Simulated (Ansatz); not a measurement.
# BCl2F···Cl (doublet): what the fields show

Input file:

```
crystal:
  periodic: [false, false, false]
  atoms:
    - { symbol: B, position_ang: [-0.050089, -0.002575, -0.073139] }
    - { symbol: Cl, position_ang: [-0.154718, -0.000127, 1.743365] }
    - { symbol: F, position_ang: [1.139804, 0.001302, -0.640112] }
    - { symbol: Cl, position_ang: [-1.510845, 0.001012, -1.028346] }
    - { symbol: Cl, position_ang: [0.108148, 0.000387, 4.968231] }
magnetization:
  spin_polarized: true
  initial_magnetization: 1
basis:
  gaussian: { orbitals: "6-31G*" }
hamiltonian:
  xc: pbe
  dispersion: d4
relax:
  f_tol: 0.03
  max_steps: 50
output:
  orbitals: {}
```

Launched as:

```sh
ansatz run input.yaml --threads 4 --pin off --max-ram 5120MiB --backend cpu --events-out ev --progress --plain --runs-dir out
```

The fields are those of the run's last geometry, not of the input's.

The calculation used UKS PBE-D4/6-31G* (Ansatz).

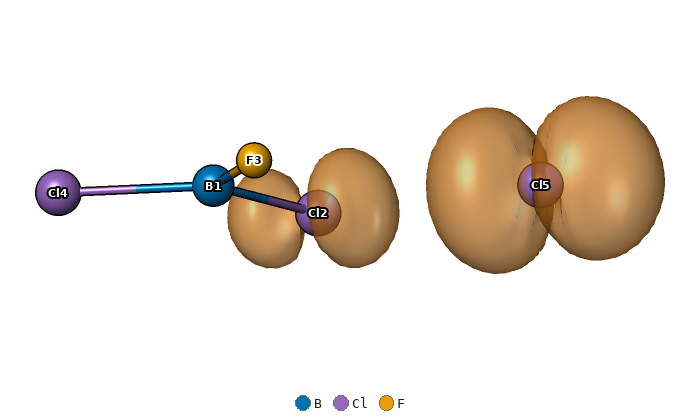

Figure 1. Isosurface of the spin density (α minus β) at +0.04 e/Å³ (orange), seen from one side.

Where is the unpaired spin?

Answer. The unpaired spin (1 electron) lies mostly on Cl5 (about 0.8) and Cl2 (about 0.2), in electrons by Hirshfeld's partition.

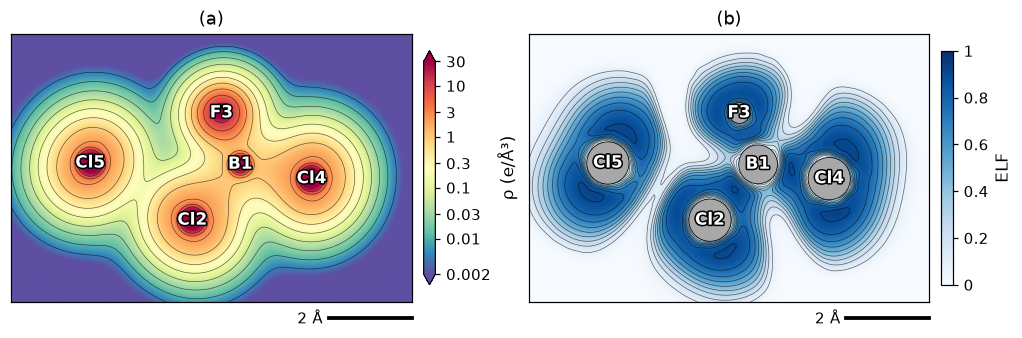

Figure 2. (a) total electron density; (b) electron localisation function on the molecular plane. Grey discs cover the atomic cores in the ELF map.

What do the fields say about this system?

Answer.
- The plane passes through B, Cl and F nuclei.
- Cl2···Cl5 (2.82 Å): the density falls to about 0.17 e/Å³ on the way; the ELF dips to about 0.10 between them.
- B–F (1.32 Å): ρ at the midpoint is about 2.2 e/Å³; the ELF peaks at about 0.85 between the atoms (a polar covalent bond).
- B–Cl (1.75 Å): ρ is about 1.4 e/Å³ halfway; the ELF peaks at about 0.90 between the atoms; a shared but strongly polarised pair.
- The ELF also peaks beside Cl2, Cl4 and F3, away from the bonds: non-bonding electrons, paired or unpaired.

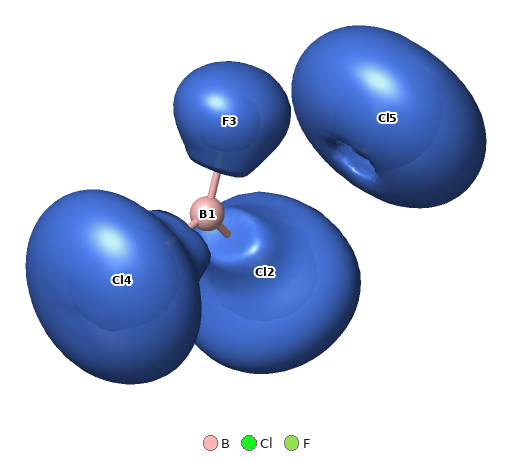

Figure 3. Isosurface of the electron localisation function at 0.75 (blue), seen at an oblique angle. Core shells and regions of very low density are left out.

Where are the electrons localised?

Answer. The surface consists of two regions on Cl in which the atom's valence shell and bonds are merged, one region on F in which the atom's valence shell and bonds are merged and one region wrapped around Cl (its valence shell).
